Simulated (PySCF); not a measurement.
## Electronic structure of H11NOSi4 in real space

Input file:

```
{"job": {"kind": "uv", "xc": "PBE0", "basis": "def2-SVPD", "nstates": 8, "ntriplets": 3}, "charge": 0, "multiplicity": 1}
N      0.031680     1.796613    -0.701163
Si    -0.252533     0.157335    -1.165074
O     -1.842008    -0.083172    -0.902645
Si    -3.153490    -0.423105    -0.028657
Si     1.048093    -1.121553     0.237775
Si     2.844751    -0.035509     1.217592
H     -0.648106     2.493930    -0.961473
H      0.959082     2.180171    -0.776692
H     -0.197392    -0.088076    -2.616294
H     -3.223548     0.504394     1.100385
H     -3.031189    -1.806479     0.431565
H     -4.267450    -0.248490    -0.957863
H      0.242493    -1.765334     1.294569
H      1.570734    -2.284197    -0.510670
H      3.441331    -0.729311     2.362668
H      3.948119     0.152377     0.265801
H      2.522436     1.312436     1.700267
```

Run with:

```sh
OMP_NUM_THREADS=1 python probes_run.py task.json out
```

Geometry: GFN2-xTB.

Theory: PySCF 2.14.0, PBE0/def2-SVPD, SCF density, gas phase.

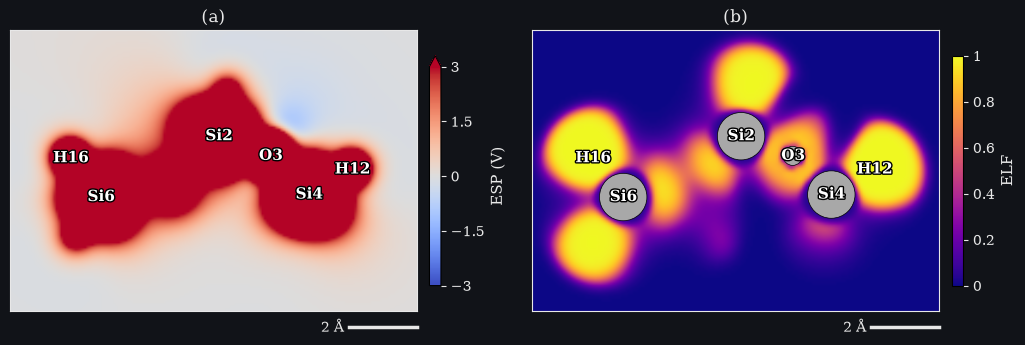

Figure 1. (a) electrostatic potential; (b) ELF on the plane of atoms Si2, O3 and Si4. Grey discs cover the atomic cores in the ELF map.

Read the bonding off the picture.

- The plane passes through Si, O and H nuclei.
- Si–O (1.61 Å): the ELF peaks at about 0.85 between the atoms, as expected for a polar covalent bond.
- Si–H (1.46 Å): the ELF climbs to about 1 towards the hydrogen, as it does in any bond to H.
- The ELF also peaks beside O3, away from the bonds: lone-pair regions.
- Outside the dense part of the molecule the potential is most negative (−0.9 V) near O3.

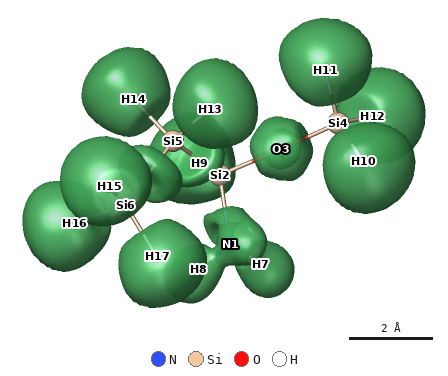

Figure 2. Isosurface of the electron localisation function at 0.8 (green), seen at a tilt. Only the valence region is drawn (cores and ρ < 0.01 e/Å³ removed).

Describe the localisation domains.

The surface consists of two regions between bonded Si–Si atoms (shared pairs), nine regions around hydrogen nuclei, one region wrapped around O (its lone pairs, merged into a ring or cap) and one joined region spread over several atoms (H, N), in which their bonds and any lone pairs are merged. Along the contacts the grid gives the following. Si–N (1.73 Å): the ELF peaks at about 0.90 between the atoms; a shared but strongly polarised pair.

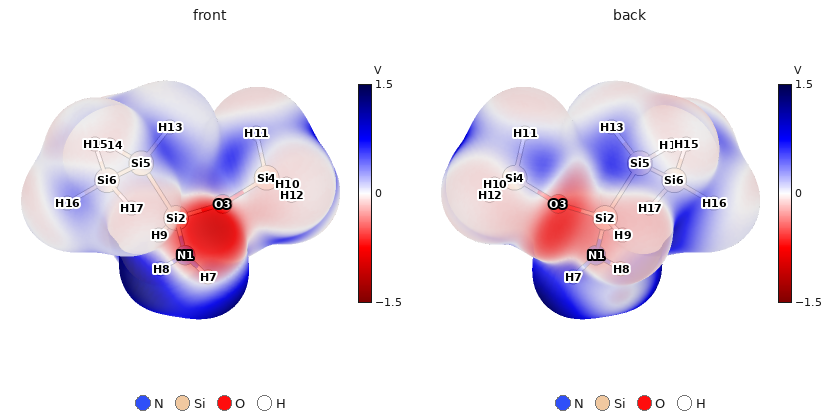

Figure 3. The electrostatic potential painted on the density surface at 0.001 e/bohr³, seen from the front and from behind; the colour scale runs from red (negative) to blue (positive).

Describe the electrostatic potential map.

The most negative region (about −0.9 V, or −21 kcal/mol for a unit charge) lies over N1, the most positive (about +1.4 V, or +32 kcal/mol for a unit charge) over H7 and H8.

How polar is the molecule by this calculation?

Its dipole moment is 1.04 D.
